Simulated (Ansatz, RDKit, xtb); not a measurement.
**C5H5BCl2: ranking a sample of isomers, part 1 of 2**

A sample of isomers of C5H5BCl2 is drawn. Aim: find which of them has the lowest free energy at 298.15 K, then its properties. The sample is small against all isomers, and the most stable one of this formula need not be in it.

The funnel: GFN2-xTB relaxations, single points with a density functional, relaxations at r2SCAN-D4/def2-SVP, harmonic vibrations (at GFN2-xTB), and a last energy at a higher level. All values are calculated.

### 1 Drawing up candidates

Isomers were taken from a list of plausible structures; this is a sample, not all of them. That gives 6 candidates.

```csv
label,SMILES,spin
c073,ClB(Cl)C1=CCC=C1,singlet
c126,C#CCC(=C)B(Cl)Cl,singlet
c244,C=C=C=CCB(Cl)Cl,singlet
c262,ClB(Cl)C1=CC=CC1,singlet
c658,B[C@H](C#C)/C(Cl)=C/Cl,singlet
c891,C=C(C)C#CB(Cl)Cl,singlet
```

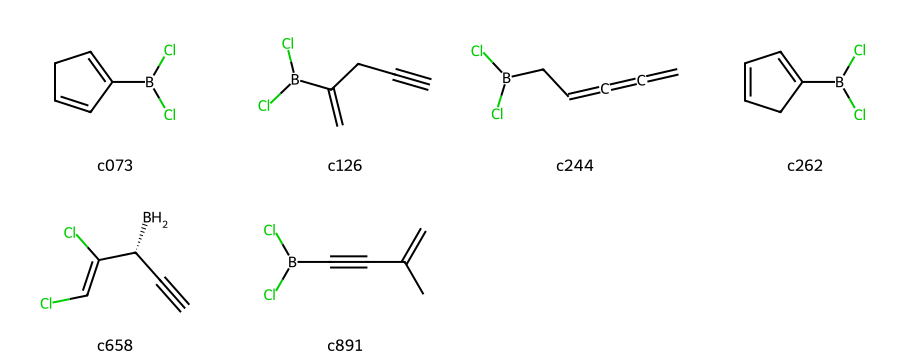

Structural formulas of the candidates.

Candidates are built by distance geometry, with a force field where one applies, in up to four conformers (letters a to d).

### 2 Cheap relaxation of all starts

All 10 starts are relaxed the same way. One of them, c658a (taken from a list of plausible isomers, embedded by distance geometry and UFF), in full:

Input file start.xyz:

```xyz
13
c658a
C     -0.935735    -2.473277     0.994196
C     -1.589887    -3.003038    -0.198725
C     -2.070527    -3.497888    -1.193044
C     -0.872956    -0.966662     0.893853
C     -0.215872    -0.331941    -0.126631
B      0.483959    -3.099315     1.237357
Cl    -1.625154    -0.007062     2.204776
Cl    -0.157999     1.386052    -0.218771
H      0.709182    -3.728599     2.212848
H      1.360150    -2.985947     0.370118
H     -1.549700    -2.738519     1.899705
H     -2.571859    -3.884575    -2.060027
H      0.258255    -0.945757    -0.881905
```

Run with:

```console
$ xtb start.xyz --gfn 2 --opt
```

Output, cut to the lines that bear on the results:

```text
* xtb version 6.7.1
[...]
          :  # basis functions                  49          :
[...]
          :  # electrons                        42          :
[...]
          :  Hamiltonian                  GFN2-xTB          :
[...]
          :  net charge                          0          :
          :  unpaired electrons                  0          :
[...]
   *** convergence criteria satisfied after 17 iterations ***
[...]
   *** GEOMETRY OPTIMIZATION CONVERGED AFTER 25 ITERATIONS ***
[...]
   *** convergence criteria satisfied after 3 iterations ***
[...]
         ::                     SUMMARY                     ::
         :::::::::::::::::::::::::::::::::::::::::::::::::::::
         :: total energy             -23.480839762960 Eh    ::
         :: gradient norm              0.000970317019 Eh/a0 ::
         :: HOMO-LUMO gap              2.930995868027 eV    ::
         ::.................................................::
         :: SCC energy               -23.785969338211 Eh    ::
         :: -> isotropic ES            0.026833241958 Eh    ::
         :: -> anisotropic ES         -0.001026780260 Eh    ::
         :: -> anisotropic XC          0.011486478241 Eh    ::
         :: -> dispersion             -0.011475496823 Eh    ::
         :: repulsion energy           0.305129575251 Eh    ::
         :: add. restraining           0.000000000000 Eh    ::
         :: total charge              -0.000000000000 e     ::
         :::::::::::::::::::::::::::::::::::::::::::::::::::::
[...]
        21        2.0000           -0.3895743             -10.6009 (HOMO)
        22                         -0.2818622              -7.6699 (LUMO)
[...]
     #   Z          covCN         q      C6AA      α(0)
     1   6 C        3.817    -0.077    21.954     6.669
     2   6 C        2.098    -0.009    31.129     9.014
     3   6 C        1.909    -0.103    33.956     9.411
     4   6 C        2.896     0.089    26.012     8.362
     5   6 C        2.850     0.020    27.548     8.602
     6   5 B        2.910     0.255    17.461     6.973
     7  17 Cl       0.990    -0.154   103.985    15.601
     8  17 Cl       0.946    -0.146   103.709    15.580
     9   1 H        0.940    -0.066     4.511     3.320
    10   1 H        0.940    -0.069     4.577     3.345
    11   1 H        0.924     0.088     1.896     2.153
    12   1 H        0.928     0.094     1.844     2.124
    13   1 H        0.926     0.078     1.998     2.211
[...]
     #   Z sym  total        # sym  WBO       # sym  WBO       # sym  WBO
 ---------------------------------------------------------------------------
     1   6 C    3.965 --     2 C    0.998     4 C    0.995     6 B    0.943
                            11 H    0.926
     2   6 C    3.975 --     3 C    2.834     1 C    0.998     6 B    0.109
     3   6 C    3.972 --     2 C    2.834    12 H    0.967
     4   6 C    3.920 --     5 C    1.804     1 C    0.995     7 Cl   0.983
     5   6 C    3.912 --     4 C    1.804     8 Cl   1.002    13 H    0.955
     6   5 B    3.144 --    10 H    0.986     9 H    0.984     1 C    0.943
                             2 C    0.109
     7  17 Cl   1.132 --     4 C    0.983
     8  17 Cl   1.140 --     5 C    1.002
     9   1 H    0.995 --     6 B    0.984
    10   1 H    0.995 --     6 B    0.986
    11   1 H    0.992 --     1 C    0.926
[...]
molecular dipole:
                 x           y           z       tot (Debye)
 q only:       -0.215      -1.353      -0.325
   full:       -0.289      -1.009      -0.323       2.791
molecular quadrupole (traceless):
[...]
          | TOTAL ENERGY              -23.480839762960 Eh   |
          | GRADIENT NORM               0.000970317019 Eh/α |
          | HOMO-LUMO GAP               2.930995868027 eV   |
           -------------------------------------------------
[...]
```

Run time: 0.11 s. Hardware: 4 threads of AMD EPYC 9R45 (Zen 5), shared host.

### 3 Distinct minima at GFN2-xTB

10 of the 10 relaxations converged; 1 ended on a minimum already found. 9 distinct structures remain:

| label | start | SMILES after | spin | energy (kcal/mol) |
| --- | --- | --- | --- | --- |
| c262a | drawn | ClB(Cl)C1=CC=CC1 | singlet | 0.0 |
| c073a | drawn | ClB(Cl)C1=CCC=C1 | singlet | 2.8 |
| c891a | drawn | C=C(C)C#CB(Cl)Cl | singlet | 31.7 |
| c126a | drawn | C#CCC(=C)B(Cl)Cl | singlet | 45.2 |
| c244c | drawn | C=C=C=CCB(Cl)Cl | singlet | 49.6 |
| c244b | drawn | C=C=C=CCB(Cl)Cl | singlet | 49.7 |
| c658a | drawn | B[C@H](C#C)/C(Cl)=C/Cl | singlet | 87.6 |
| c658b | drawn | B[C@H](C#C)/C(Cl)=C/Cl | singlet | 88.1 |
| c658c | drawn | B[C@H](C#C)/C(Cl)=C/Cl | singlet | 88.5 |

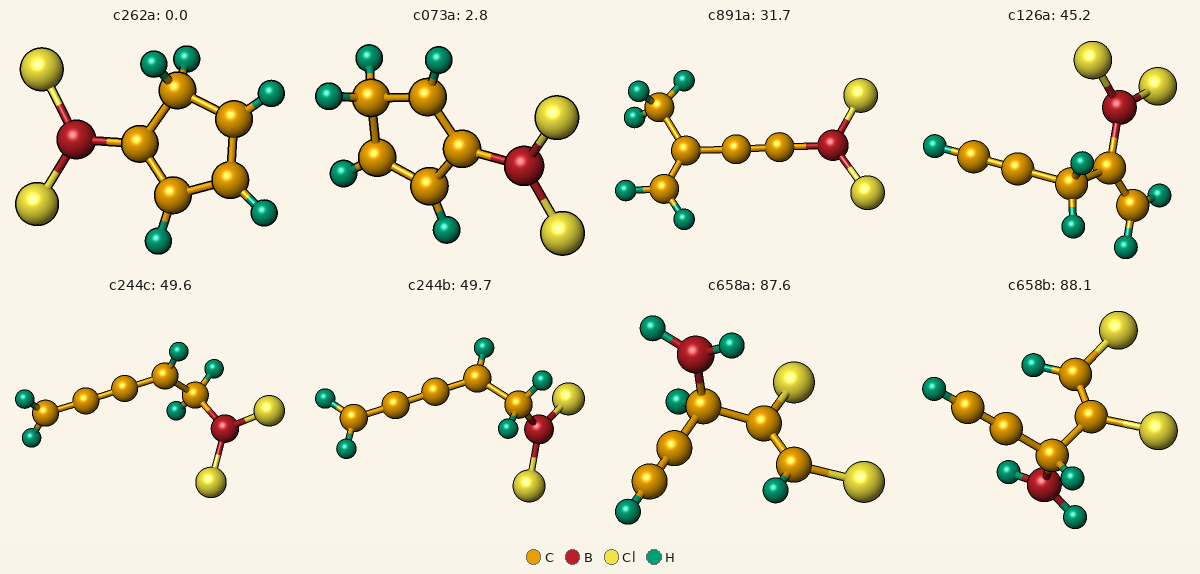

The 8 lowest minima that did not fall apart, with their GFN2-xTB energies in kcal/mol.

### 4 Screening with a density functional

A choice of the minima (the low ones first, few conformers of a pattern, up to a cap) and the lowest that fell apart get a single point at r2SCAN-D4/def2-SVP on the tight-binding geometry, and one at HF/STO-3G for comparison. The lowest singlets are also tried as triplets at the same geometry (label ending in t). The first, c262a:

Input file input.yaml:

```yaml
crystal:
  periodic: [false, false, false]
  atoms:
    - {symbol: C, position_ang: [-0.321587, -0.034884, 1.728713]}
    - {symbol: C, position_ang: [-0.181672, -1.052419, 0.830607]}
    - {symbol: C, position_ang: [-0.588342, -0.628277, -0.475477]}
    - {symbol: C, position_ang: [-0.990130, 0.654342, -0.414770]}
    - {symbol: C, position_ang: [-0.861029, 1.152819, 0.977767]}
    - {symbol: B, position_ang: [-0.002593, -0.058002, 3.222952]}
    - {symbol: Cl, position_ang: [0.617504, -1.481100, 3.982052]}
    - {symbol: Cl, position_ang: [-0.256267, 1.345507, 4.204938]}
    - {symbol: H, position_ang: [0.183522, -2.037631, 1.060109]}
    - {symbol: H, position_ang: [-0.567786, -1.255865, -1.347734]}
    - {symbol: H, position_ang: [-1.353876, 1.260256, -1.224190]}
    - {symbol: H, position_ang: [-1.818624, 1.481345, 1.384964]}
    - {symbol: H, position_ang: [-0.187237, 2.008789, 1.046149]}
basis:
  gaussian:
    orbitals: def2-SVP
magnetization:
  spin_polarized: false
scf:
  lower_state_search: off
hamiltonian:
  xc: {name: r2SCAN}
  dispersion: d4
```

Run with:

```console
$ ansatz run input.yaml --threads 4 --pin off --max-ram 7830MiB --events-out events.jsonl --progress --plain --runs-dir runs
```

Output, cut to the lines that bear on the results:

```text
Warning: RAYON_NUM_THREADS=4 ignored (pool sized by the plan → 4); use --threads N
Functional definition: r2SCAN
  name "r2SCAN"
[...]
1624 factors; their error is unknown
[...]
mean field -30972.67050129 eV, -1138.2246468923 hartree, gradient 6.8e-6 eV, S^2 0.000000; 0 other end points of the search recorded, 0 dependent functions left out
reference -30972.67051118 eV, -1138.2246472557 hartree; 37, 37 occupied and 108, 108 virtual orbitals, 1624 factors
Total energy: -30972.77897619 eV, -1138.2286332714 hartree
Checks for a lower state left out: stability, starts, cluster_reference, orbital_swaps, neighbouring_geometries, increment
```

It took 0.66 s on 4 threads of AMD EPYC 9R45 (Zen 5), shared host; peak memory 0.24 GiB.

Relative energies in kcal/mol, each column from its lowest structure that stays in one piece:

| label | SMILES | spin | GFN2-xTB | HF/STO-3G | r2SCAN-D4/def2-SVP |
| --- | --- | --- | --- | --- | --- |
| c262a | ClB(Cl)C1=CC=CC1 | singlet | 0.0 | 0.0 | 0.0 |
| c073a | ClB(Cl)C1=CCC=C1 | singlet | 2.8 | 2.6 | 4.1 |
| c891a | C=C(C)C#CB(Cl)Cl | singlet | 31.7 | 39.6 | 35.0 |
| c126a | C#CCC(=C)B(Cl)Cl | singlet | 45.2 | 55.1 | 50.0 |
| c262at | ClB(Cl)C1=CC=CC1 | triplet | – | – | 57.6 |
| c073at | ClB(Cl)C1=CCC=C1 | triplet | – | – | 63.0 |
| c891at | C=C(C)C#CB(Cl)Cl | triplet | – | – | 98.0 |

### 5 Relaxing the best candidates

3 candidates are relaxed at r2SCAN-D4/def2-SVP (chosen among the lowest in one piece). The first, c262a:

Input file input.yaml:

```yaml
crystal:
  periodic: [false, false, false]
  atoms:
    - symbol: C
      position_ang: [-0.321587, -0.034884, 1.728713]
    - symbol: C
      position_ang: [-0.181672, -1.052419, 0.830607]
    - symbol: C
      position_ang: [-0.588342, -0.628277, -0.475477]
    - symbol: C
      position_ang: [-0.990130, 0.654342, -0.414770]
    - symbol: C
      position_ang: [-0.861029, 1.152819, 0.977767]
    - symbol: B
      position_ang: [-0.002593, -0.058002, 3.222952]
    - symbol: Cl
      position_ang: [0.617504, -1.481100, 3.982052]
    - symbol: Cl
      position_ang: [-0.256267, 1.345507, 4.204938]
    - symbol: H
      position_ang: [0.183522, -2.037631, 1.060109]
    - symbol: H
      position_ang: [-0.567786, -1.255865, -1.347734]
    - symbol: H
      position_ang: [-1.353876, 1.260256, -1.224190]
    - symbol: H
      position_ang: [-1.818624, 1.481345, 1.384964]
    - symbol: H
      position_ang: [-0.187237, 2.008789, 1.046149]
basis:
  gaussian: {orbitals: def2-SVP}
magnetization: {spin_polarized: false, initial_magnetization: 0}
hamiltonian: {xc: r2scan, dispersion: d4}
scf: {lower_state_search: "off"}
relax: {f_tol: 0.006}
```

Run with:

```console
$ ansatz run input.yaml --threads 4 --pin off --max-ram 7830MiB --events-out events.jsonl --progress --plain --runs-dir runs
```

Output, cut to the lines that bear on the results:

```text
Warning: RAYON_NUM_THREADS=4 ignored (pool sized by the plan → 4); use --threads N
[...]
Functional definition: r2SCAN
  name "r2SCAN"
[...]
1624 factors; their error is unknown
[...]
mean field -30972.67049959 eV, -1138.2246468298 hartree, gradient 3.9e-6 eV, S^2 0.000000; 0 other end points of the search recorded, 0 dependent functions left out
[...]
reference -30972.67050948 eV, -1138.2246471932 hartree; 37, 37 occupied and 108, 108 virtual orbitals, 1624 factors
relax step   1: F+E_penalty+E_count = -30972.77896460 eV  Δ(F+E_penalty+E_count) = +0.000e0 eV  max|allowed force component| = 9.516e-1 eV/Å  Δτ_max = 0.0000 Å  (20 SCF iters, accepted)
[...]
relax step   3: F+E_penalty+E_count = -30972.86350713 eV  Δ(F+E_penalty+E_count) = -9.758e-3 eV  max|allowed force component| = 2.936e-1 eV/Å  Δτ_max = 0.0322 Å  (22 SCF iters, accepted)
[...]
Atom 4 at    -0.863335     1.155020     0.973414 Å, force    -0.000505     0.003820     0.004123 eV/Å
Atom 5 at    -0.000162    -0.066776     3.225595 Å, force     0.000372    -0.000423     0.000887 eV/Å
Atom 6 at     0.631925    -1.526260     3.998065 Å, force    -0.000347     0.001054     0.000031 eV/Å
Atom 7 at    -0.251438     1.363525     4.238110 Å, force     0.000075    -0.000990    -0.001042 eV/Å
Atom 8 at     0.196698    -2.052669     1.088725 Å, force     0.000264    -0.000627     0.000165 eV/Å
Atom 9 at    -0.570081    -1.267906    -1.378758 Å, force     0.000043    -0.000066     0.000218 eV/Å
Atom 10 at    -1.363459     1.264798    -1.260357 Å, force    -0.000113     0.000345     0.000288 eV/Å
Atom 11 at    -1.829252     1.507469     1.385304 Å, force    -0.002948    -0.000064     0.000304 eV/Å
Atom 12 at    -0.195003     2.035377     1.045324 Å, force     0.002410     0.001591    -0.000744 eV/Å
Dipole moment:    -0.152440     0.099744    -0.577867 e Å
Checks for a lower state left out: stability, starts, cluster_reference, orbital_swaps, neighbouring_geometries, increment
```

Run time: 6.9 s. Hardware: 4 threads of AMD EPYC 9R45 (Zen 5), shared host; peak memory 0.25 GiB.

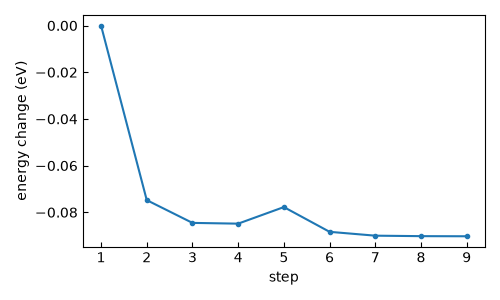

Energy along the run, all evaluated steps.

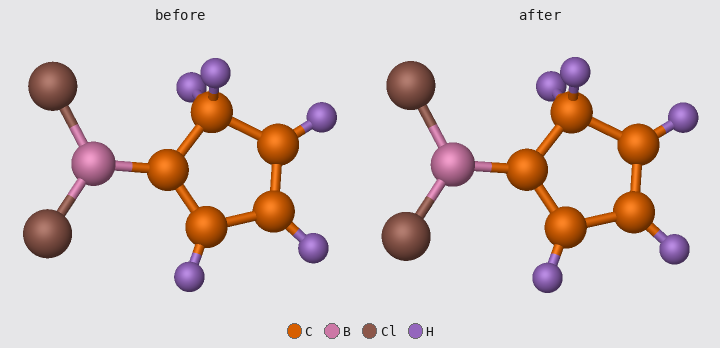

Before and after, at one scale.

After the run. Bond lengths: C1–C2 1.376 Å, C2–C3 1.449 Å, C3–C4 1.362 Å, C1–C5 1.507 Å, C4–C5 1.491 Å, C1–B6 1.523 Å, B6–Cl7 1.768 Å, B6–Cl8 1.770 Å, C2–H9 1.093 Å, C3–H10 1.092 Å, C4–H11 1.093 Å, C5–H12 1.108 Å, C5–H13 1.108 Å. Some angles: C1–C2–C3 110.6°, C2–C1–C5 107.0°, C2–C1–B6 126.6°, C5–C1–B6 126.3°, C2–C3–C4 108.7°, C3–C4–C5 109.3°, C1–C5–C4 104.4°, C1–B6–Cl7 121.6°, C1–B6–Cl8 120.5°, Cl7–B6–Cl8 117.9°.

### 6 Ranking at r2SCAN-D4/def2-SVP

```csv
label,spin,r2SCAN-D4/def2-SVP (kcal/mol),"r2SCAN-D4/def2-SVP, relaxed (kcal/mol)",time
c262a,singlet,0.0,0.0,6.9 s
c073a,singlet,4.1,3.9,7.2 s
c891a,singlet,35.0,33.5,15 s
```

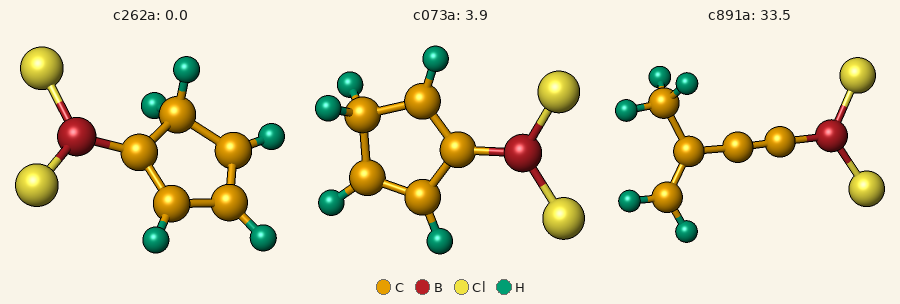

The relaxed structures, with energies at r2SCAN-D4/def2-SVP in kcal/mol.

### 7 Vibrations and thermal terms

The lowest few in one piece go on as finalists. In this search the thermal terms come from GFN2-xTB at its own nearest minimum. The first, c262a:

Input file start.xyz:

```xyz
13
c262a
C     -0.322887    -0.025934     1.737768
C     -0.177342    -1.056450     0.837403
C     -0.588458    -0.636899    -0.487350
C     -0.995324     0.661585    -0.427163
C     -0.863335     1.155020     0.973414
B     -0.000162    -0.066776     3.225595
Cl     0.631925    -1.526260     3.998065
Cl    -0.251438     1.363525     4.238110
H      0.196698    -2.052669     1.088725
H     -0.570081    -1.267906    -1.378758
H     -1.363459     1.264798    -1.260357
H     -1.829252     1.507469     1.385304
H     -0.195003     2.035377     1.045324
```

Run with:

```console
$ xtb start.xyz --gfn 2 --ohess tight
```

Output, cut to the lines that bear on the results:

```text
* xtb version 6.7.1
[...]
          :  # basis functions                  49          :
[...]
          :  # electrons                        42          :
[...]
          :  Hamiltonian                  GFN2-xTB          :
[...]
          :  net charge                          0          :
          :  unpaired electrons                  0          :
[...]
   *** convergence criteria satisfied after 16 iterations ***
[...]
   *** GEOMETRY OPTIMIZATION CONVERGED AFTER 6 ITERATIONS ***
[...]
   *** convergence criteria satisfied after 3 iterations ***
[...]
         ::                     SUMMARY                     ::
         :::::::::::::::::::::::::::::::::::::::::::::::::::::
         :: total energy             -23.620488257105 Eh    ::
         :: gradient norm              0.000186884805 Eh/a0 ::
         :: HOMO-LUMO gap              2.858339114073 eV    ::
         ::.................................................::
         :: SCC energy               -23.883678774984 Eh    ::
         :: -> isotropic ES            0.039758709622 Eh    ::
         :: -> anisotropic ES         -0.000459067595 Eh    ::
         :: -> anisotropic XC          0.007478212777 Eh    ::
         :: -> dispersion             -0.011170722336 Eh    ::
         :: repulsion energy           0.263190517879 Eh    ::
         :: add. restraining           0.000000000000 Eh    ::
         :: total charge              -0.000000000000 e     ::
         :::::::::::::::::::::::::::::::::::::::::::::::::::::
[...]
        21        2.0000           -0.4016836             -10.9304 (HOMO)
        22                         -0.2966413              -8.0720 (LUMO)
[...]
molecular dipole:
                 x           y           z       tot (Debye)
 q only:       -0.365       0.271      -1.337
   full:       -0.329       0.274      -1.159       3.142
molecular quadrupole (traceless):
[...]
          | TOTAL ENERGY              -23.620488257334 Eh   |
          | TOTAL ENTHALPY            -23.524663666452 Eh   |
          | TOTAL FREE ENERGY         -23.567522160811 Eh   |
          | GRADIENT NORM               0.000186969396 Eh/α |
[...]
```

Wall time 0.14 s (4 threads of AMD EPYC 9R45 (Zen 5), shared host).

### 8 Thermal terms of the finalists

As xtb prints them, at 298.15 K, with its own treatment of low modes:

```
label            SMILES     spin  lowest mode (cm⁻¹)  zero-point (kcal/mol)  G − E (kcal/mol)
c262a  ClB(Cl)C1=CC=CC1  singlet                  55                   54.5              33.2
c073a  ClB(Cl)C1=CCC=C1  singlet                  44                   54.4              33.1
c891a  C=C(C)C#CB(Cl)Cl  singlet                  18                   53.0              30.0
```

### 9 Energies at the top level

Each finalist gets a single point at CCSD(T)/def2-SVP + MP2/def2-TZVPP - MP2/def2-SVP.

c262a, CCSD(T)/def2-SVP:

Input file input.yaml:

```yaml
crystal:
  periodic: [false, false, false]
  atoms:
    - {symbol: C, position_ang: [-0.322887, -0.025934, 1.737768]}
    - {symbol: C, position_ang: [-0.177342, -1.056450, 0.837403]}
    - {symbol: C, position_ang: [-0.588458, -0.636899, -0.487350]}
    - {symbol: C, position_ang: [-0.995324, 0.661585, -0.427163]}
    - {symbol: C, position_ang: [-0.863335, 1.155020, 0.973414]}
    - {symbol: B, position_ang: [-0.000162, -0.066776, 3.225595]}
    - {symbol: Cl, position_ang: [0.631925, -1.526260, 3.998065]}
    - {symbol: Cl, position_ang: [-0.251438, 1.363525, 4.238110]}
    - {symbol: H, position_ang: [0.196698, -2.052669, 1.088725]}
    - {symbol: H, position_ang: [-0.570081, -1.267906, -1.378758]}
    - {symbol: H, position_ang: [-1.363459, 1.264798, -1.260357]}
    - {symbol: H, position_ang: [-1.829252, 1.507469, 1.385304]}
    - {symbol: H, position_ang: [-0.195003, 2.035377, 1.045324]}
basis:
  gaussian: {orbitals: def2-SVP}
correlation: {method: ccsd_t, frozen_orbitals: {H: 0, C: 1, B: 1, Cl: 5}}
```

Run with:

```console
$ ansatz run input.yaml --threads 4 --pin off --max-ram 7830MiB --events-out events.jsonl --progress --plain --runs-dir runs
```

Output, cut to the lines that bear on the results:

```text
Warning: RAYON_NUM_THREADS=4 ignored (pool sized by the plan → 4); use --threads N
Functional definition: HF
  name "HF"
[...]
1456 factors; integrals over basis functions are off by at most 1.4e-3 eV
[...]
mean field -30900.09467289 eV, -1135.5575343921 hartree, gradient 8.0e-6 eV, S^2 0.000000; 0 other end points of the search recorded, 0 dependent functions left out; unrestricted orbitals would lower it
16 core orbitals not correlated: weight in the atoms' cores, before any rotation towards them, 1.000 or more for the frozen orbitals, at most 0.000 for the correlated occupied ones
reference -30900.09467289 eV, -1135.5575343921 hartree; 21, 21 occupied and 108, 108 virtual orbitals, 1456 factors
second order -27.24579339 eV of doubles, -0.00000000 eV of singles
cycle   1  -28.03210490 eV  change   -7.9e-1 eV  update   1.2e-1
[...]
cycle  10  -28.89417571 eV  change    2.2e-5 eV  update   2.5e-5
perturbative correction -1.11024298 eV, -0.0408006770 hartree
Total energy: -30930.09909157 eV, -1136.6601764412 hartree
```

It took 8.1 s on 4 threads of AMD EPYC 9R45 (Zen 5), shared host; peak memory 1.2 GiB.

(Continued in part 2 of 2.)
